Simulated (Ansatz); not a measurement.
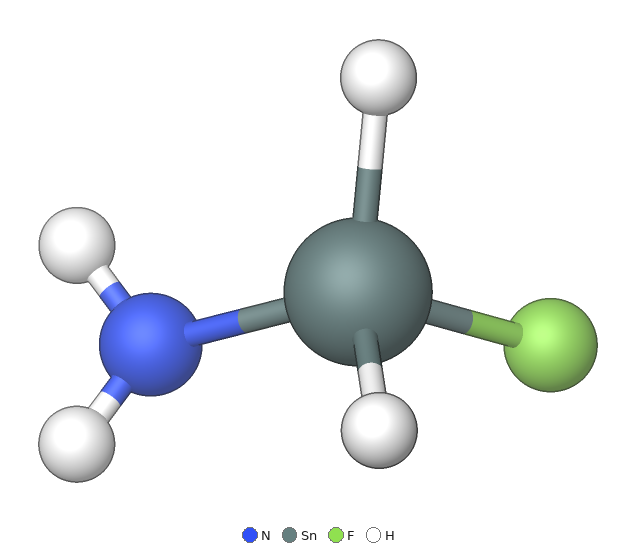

The computed structure is the end point of a PBE0-D4/def2-TZVP optimisation.

Describe the molecule.

It has 7 atoms: 1 fluorine, 4 hydrogen, 1 nitrogen and 1 tin (FH4NSn). Its SMILES string is `[NH2][SnH2][F]`. The point group is Cs. Coordination, clear cases only: 1 Sn tetrahedral.

The parts below concern this one geometry. Atoms keep their numbers from picture to picture.

### Shape

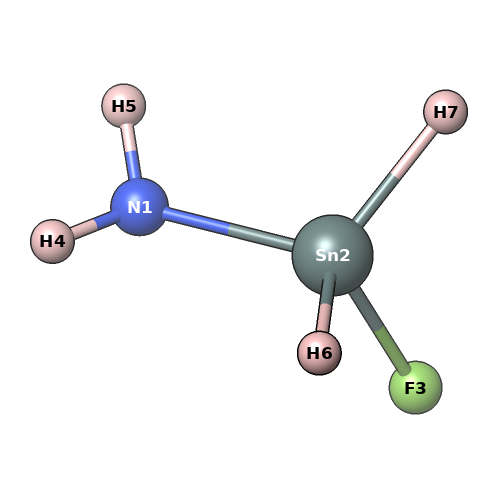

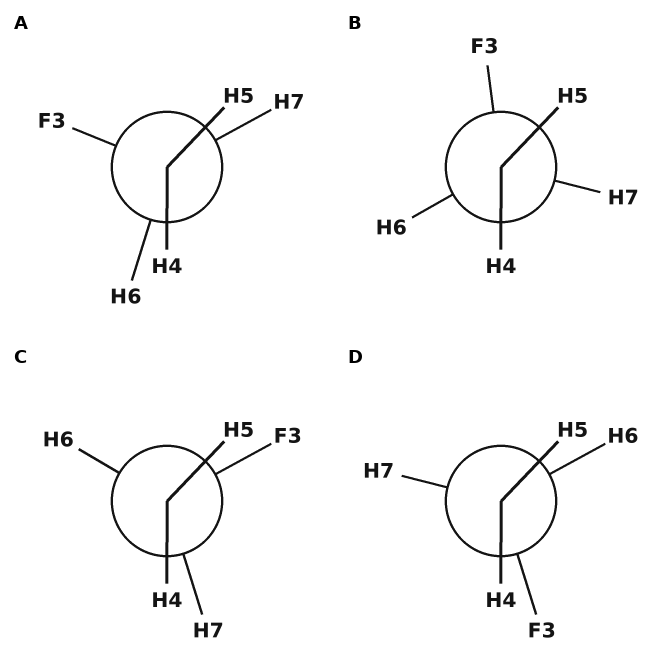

Distant atoms are faded towards the background colour. Bonds that would overlap in a projection are set slightly apart.

> Which Newman projection shows the view along N1–Sn2, with N1 in front?

A. The torsion angle H4–N1–Sn2–F3 is 112°, anticlinal.

### Electronic properties

Method: RKS ωB97M-V/def2-SVP, core potentials on Sn (Ansatz 0.2.0).

> What is the LUMO energy (Kohn–Sham orbital)?

1.98 eV.

> Give the HOMO energy (Kohn–Sham orbital) at this level.

−9.78 eV.

### Dipole moment

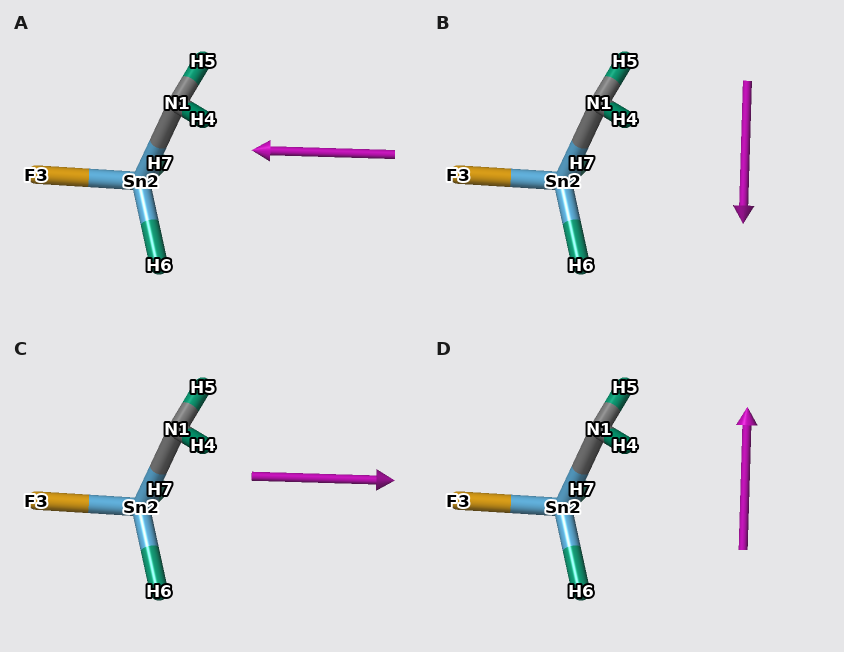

The same molecule four times, each with an arrow. Level of theory: RKS r2SCAN-D4/def2-TZVPP, core potentials on Sn (Ansatz 0.2.0).

> Which arrow points along the dipole moment, from the negative to the positive end?

C. The dipole moment is 3.67 D; it points from the side of F3 to the side of H4, H5 (the outermost atoms at the two ends).

### Charges

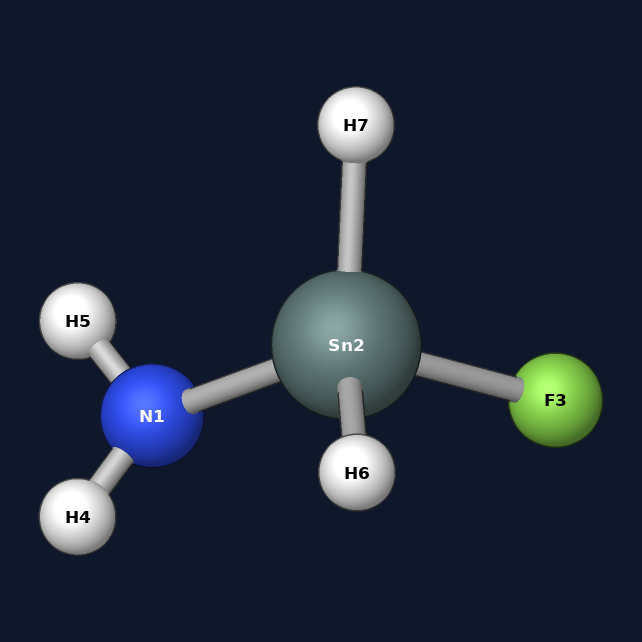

The questions are on Mulliken charges. Properties computed with RKS PBE-D4/def2-TZVPP, core potentials on Sn (Ansatz 0.2.0).

Give the Mulliken charges atom by atom.

```
atom  value (e)
  N1      −0.54
 Sn2       0.93
  F3      −0.46
  H4       0.15
  H5       0.15
  H6      −0.12
  H7      −0.12
```

Mulliken values depend strongly on the basis set and can even reverse the polarity of a bond.
